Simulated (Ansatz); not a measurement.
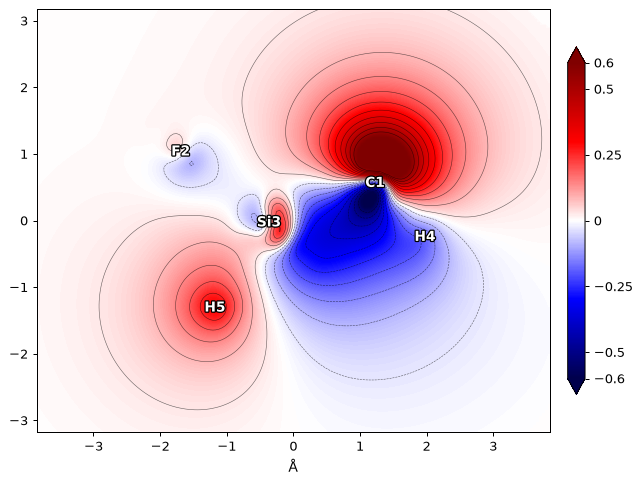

CH2FSi (SMILES [CH-]=[SiH]F) (charge −1). The HOMO on the molecular plane (values in Å⁻³ᐟ²; the overall sign is arbitrary).

Geometry: B3LYP-D3(BJ)/def2-SVPD.

Computed with isolated molecule in a Gaussian basis; Kohn-Sham density functional theory, functional PBE0 (Ansatz).

```tsv
atom	x (Å)	y (Å)	z (Å)
C	-0.5715	1.3795	-0.6882
F	0.0163	0.1206	-3.2910
Si	0.2112	0.1916	-1.6077
H	-0.3475	1.2974	0.3931
H	1.1481	-0.9974	-1.4956
```

Q: What is the character of this orbital?

A: Its weight (Hirshfeld) is mainly on C1 (about 70 %), Si3 (about 20 %) and H4 (about 5 %); it is symmetric in the molecular plane (an in-plane orbital: σ, lone-pair or in-plane π type). Its energy is −0.40 eV.
